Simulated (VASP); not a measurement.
Band structure of Be (hcp). Computed with SCAN meta-GGA, VASP's PBE PAW potentials (set 64) (plane waves; VASP).

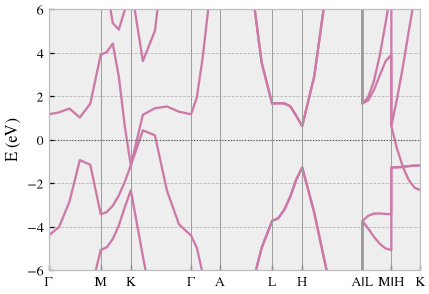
Figure. Bands along high-symmetry lines, zero at the valence-band maximum or, without a gap, the Fermi level

Q: Read the plot: is there a gap, and where are the band edges?

A: It has no gap at this level: it comes out as a metal or semimetal.

The compound is Be in the hcp structure. It was relaxed first.
